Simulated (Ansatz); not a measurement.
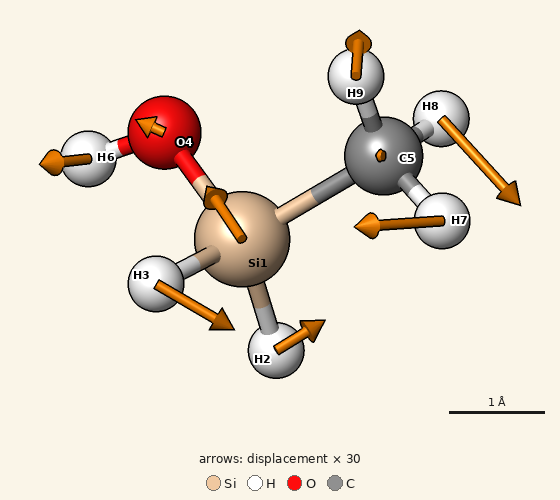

This is a relaxation of CH₆OSi. The starting structure is drawn; orange arrows show the displacements, magnified 30 times. The two geometries are superimposed by the best rigid fit.

A ball-and-stick model, seen at a tilt.

It is one of the separated products of a reaction.

Computed with RKS PBE0-D4/def2-TZVP in Ansatz 0.2.0.

Input file:
```yaml
crystal:
  periodic: [false, false, false]
  atoms:
    - {symbol: Si, position_ang: [-0.950366, 0.021815, -0.350897]}
    - {symbol: H, position_ang: [-1.212098, -0.534348, -1.705875]}
    - {symbol: H, position_ang: [-2.246879, 0.471426, 0.223920]}
    - {symbol: O, position_ang: [0.065170, 1.345586, -0.488311]}
    - {symbol: C, position_ang: [-0.069465, -1.180396, 0.743076]}
    - {symbol: H, position_ang: [-0.213840, 2.078603, -1.039298]}
    - {symbol: H, position_ang: [-0.653253, -2.098177, 0.847953]}
    - {symbol: H, position_ang: [0.907092, -1.434965, 0.325454]}
    - {symbol: H, position_ang: [0.087189, -0.756936, 1.737446]}
basis:
  gaussian: {orbitals: def2-TZVP}
hamiltonian: {xc: pbe0, dispersion: d4}
relax: {f_tol: 0.005, max_steps: 200}
```

Launched with:
```bash
ansatz run in.yaml --threads 4 --pin off --events-out ev --progress --plain --max-ram 9574MiB
```

What did the optimiser do to the structure, and how much energy did it gain?

The energy falls by 0.014 eV in 5 geometry steps. The largest force component goes from 0.83 to 0.003 eV/Å. The atom that moves furthest after the best rigid fit is H8 (0.042 Å). By element the largest moves are H 0.042 Å, Si 0.032 Å, O 0.012 Å, C 0.004 Å. Among the contacts that change: Si1–O4 1.674 → 1.652 Å, Si1–C5 1.849 → 1.855 Å, Si1–H2 1.488 → 1.492 Å. Cost: 16 s on 4 threads of AMD EPYC, on a shared host.
